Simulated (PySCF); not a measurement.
CH$_{3}$FO$_{2}$, SMILES `F.OC=O`.

Level of theory: HF/def2-SVPD (PySCF), at a geometry from GFN2-xTB.

The calculation's input:

```python
import numpy as np
from pyscf import gto, scf, dft
from pyscf.scf import atom_ks, atom_hf
from scipy.linalg import block_diag
from pyscf.dispersion import dftd3

def solve(mol, dm0=None, hcore=None):
    mf = scf.UHF(mol) if mol.spin else scf.RHF(mol)
    mf = mf.density_fit(auxbasis='def2-universal-jkfit')
    mf.conv_tol, mf.max_cycle = 1e-8, 80
    if hcore is not None:
        mf.get_hcore = lambda *args: hcore
    mf.kernel(dm0)
    if not mf.converged:
        mf = mf.newton().run(mf.mo_coeff, mf.mo_occ, max_cycle=30)
    assert mf.converged, 'SCF not converged'
    return mf

mol = gto.M(atom='''
F     -2.53267    -0.12695    -0.00370
H     -1.64896     0.22752     0.00107
O      2.10518    -0.11660    -0.00497
C      0.81363    -0.32039     0.00450
O     -0.02381     0.54159     0.00565
H      2.32148     0.83311    -0.01131
H      0.58881    -1.39563     0.01110
''', basis='def2-svpd', charge=0, spin=0, verbose=4)
mol_a = gto.M(atom='''
F     -2.53267    -0.12695    -0.00370
H     -1.64896     0.22752     0.00107
ghost-O      2.10518    -0.11660    -0.00497
ghost-C      0.81363    -0.32039     0.00450
ghost-O     -0.02381     0.54159     0.00565
ghost-H      2.32148     0.83311    -0.01131
ghost-H      0.58881    -1.39563     0.01110
''', basis='def2-svpd', charge=0, spin=0, verbose=4)
mol_b = gto.M(atom='''
ghost-F     -2.53267    -0.12695    -0.00370
ghost-H     -1.64896     0.22752     0.00107
O      2.10518    -0.11660    -0.00497
C      0.81363    -0.32039     0.00450
O     -0.02381     0.54159     0.00565
H      2.32148     0.83311    -0.01131
H      0.58881    -1.39563     0.01110
''', basis='def2-svpd', charge=0, spin=0, verbose=4)
ab, a, b = solve(mol), solve(mol_a), solve(mol_b)
e_int = ab.e_tot - a.e_tot - b.e_tot
print('counterpoise-corrected interaction energy / kcal/mol', e_int * 627.5095)
def disp(atoms, charge):
    m = gto.M(atom=atoms, charge=charge, basis='sto-3g', spin=None, unit='Bohr', verbose=0)
    return dftd3.DFTD3Dispersion(m, xc='hf', version='d3bj').get_dispersion()['energy']
e_disp = disp(mol._atom, mol.charge) - disp(mol._atom[:2], mol_a.charge) - disp(mol._atom[2:], mol_b.charge)
print('D3(BJ) part / kcal/mol', e_disp * 627.5095)
# spherically averaged free atoms, for the promolecule
atm = scf.atom_hf.get_atm_nrhf(mol)
pro = block_diag(*[(atm[a[0]][2] * atm[a[0]][3]) @ atm[a[0]][2].T for a in mol._atom])
np.savez('result.npz', e_int=e_int, e_disp=e_disp, dm_a=a.make_rdm1(), dm_b=b.make_rdm1(), c=ab.mo_coeff, occ=ab.mo_occ, eps=ab.mo_energy, pro=pro, d=[f.dip_moment(verbose=0) for f in (ab, a, b)])
```

Launched as:

```sh
OMP_NUM_THREADS=1 python input.py
```

The run took 1.3 s on 1 thread of Intel(R) Xeon(R) 6975P-C (Granite Rapids) (shared host), peak memory 0.19 GiB.

Partitions, critical points and surface values were worked out afterwards from this run's density.

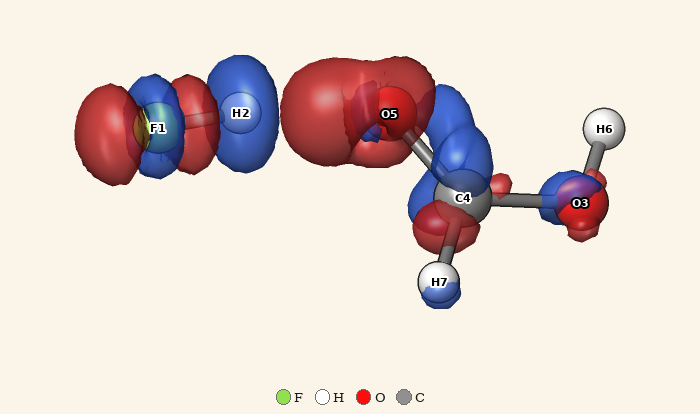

Density of the complex less the densities of the two fragments at the same geometry, ±0.015 e/Å³ (red: gain, blue: loss). Fragment A: HF (atoms 1–2); fragment B: H2CO2.

Q: How is the density rearranged on binding?

A: Hirshfeld charges show 0.035 e passing from B to A. By Hirshfeld charges, electrons gather most on F1 (−0.052 e) and leave C4 most (+0.023 e); 0.15 e is displaced in all, which induces a dipole of 1.14 D.

Q: What is the interaction energy, and which contacts carry it?

A: The counterpoise-corrected interaction energy of the frozen fragments is −8.3 kcal/mol without dispersion correction and −10.8 kcal/mol with D3(BJ). The pair geometry is semi-empirical, not a minimum at this level. Contacts: H2···O5, hydrogen bond, 1.66 Å, ρ = 0.041 a.u. The pose is a local one from a semi-empirical search, not shown to be the most stable.
